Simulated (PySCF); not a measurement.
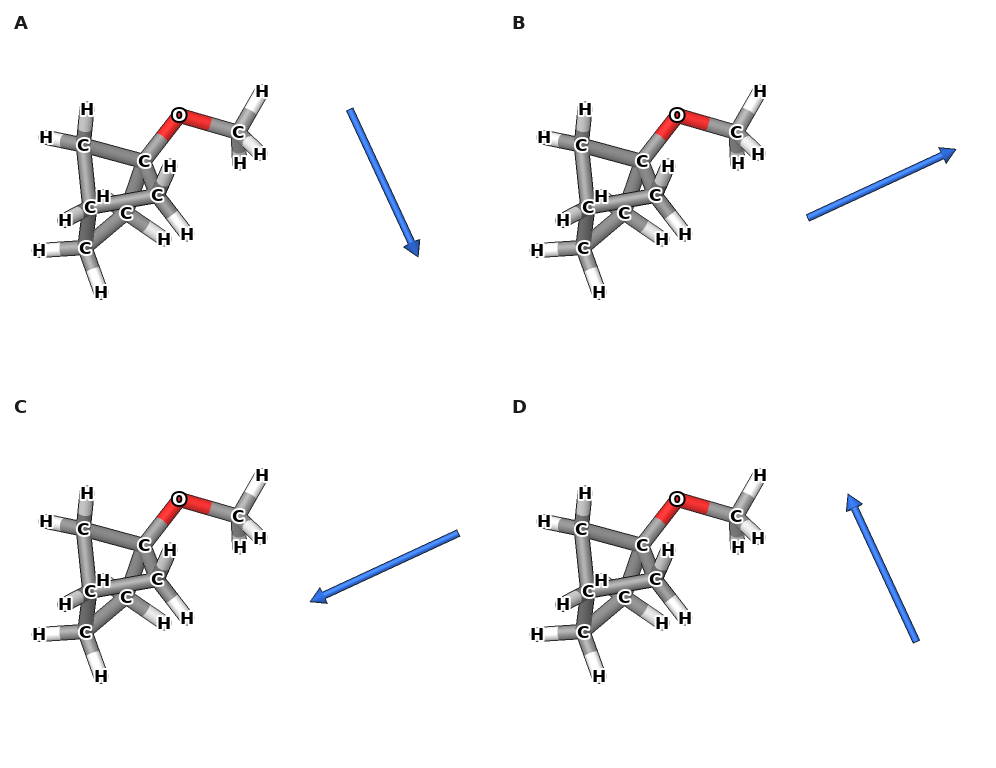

The same molecule four times, each with an arrow. Computed geometry: GFN2-xTB optimisation. No frequency run is at hand to confirm it as a minimum. Method: PBE0/pcSseg-1, gas phase (PySCF 2.14.0).

**Which arrow points along the dipole moment, from the negative to the positive end?**

A. The dipole moment is 1.26 D.
